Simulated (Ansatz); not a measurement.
Take BeTe in the zinc blende structure (space group F-43m, No. 216; a = 5.554 Å) as the base.

Modification: every lattice vector is stretched by 3.00 %, atoms relaxed at fixed cell.

Method: LDA (Ansatz, a first-principles code), without spin-orbit coupling.

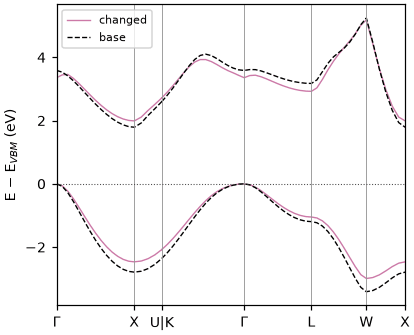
Figure: Highest valence and lowest conduction band along the path, each from its own valence-band maximum

The gap is 1.99 eV, indirect, Γ → X; the base has 1.79 eV.

With Te present, leaving out spin-orbit coupling can change the band edges. The cells carry an imposed strain or load. Stability against distortions was not tested.
